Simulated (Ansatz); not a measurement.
Reaction (SMILES): FCl (F-Cl) → F atom + Cl atom
B3LYP-D3(BJ)/def2-TZVP geometries, fixed; electronic energies without zero-point terms.
Largest species:
```xyz
2

F      0.0000     0.0000    -1.0729
Cl     0.0000     0.0000     0.5680
```
Charge 0, spin multiplicity 1.

Basis-set convergence of the bond dissociation energy at PBE with Ansatz (a quantum-chemistry and plane-wave program). Cartesian d functions, on some or all atoms, in 6-311+G**; all else is spherical. The program fits the integrals of some runs and decomposes those of others, by size. Open shells are unrestricted. No added dispersion term, no relativity. Functions are those of the species that has most. Reference: the value in aug-cc-pV(5+d)Z, 72.55 kcal/mol, itself unsure by roughly 0.05 kcal/mol (its mean distance from pcseg-4, aug-pcseg-3, aug-cc-pV(Q+d)Z). Deviations are taken from unrounded values.

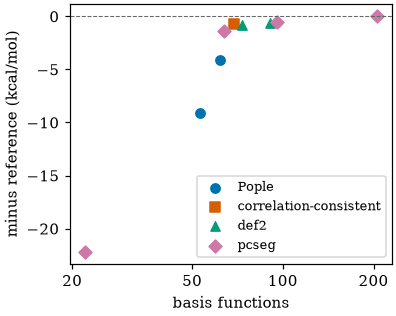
*Deviation from the reference against the number of basis functions, by family of sets.*

| basis | functions | bond dissociation energy (kcal/mol) | minus reference (kcal/mol) |
|---|---|---|---|
| pcseg-0 | 22 | 50.35 | -22.19 |
| 6-311+G** | 53 | 63.47 | -9.07 |
| 6-311++G(2d,2p) | 62 | 68.43 | -4.12 |
| pcseg-2 | 64 | 71.13 | -1.42 |
| cc-pV(T+d)Z | 69 | 71.83 | -0.72 |
| def2-TZVPP | 73 | 71.75 | -0.79 |
| def2-TZVPPD | 91 | 71.90 | -0.64 |
| aug-pcseg-2 | 96 | 72.02 | -0.53 |
| pcseg-4 | 206 | 72.61 | 0.07 |
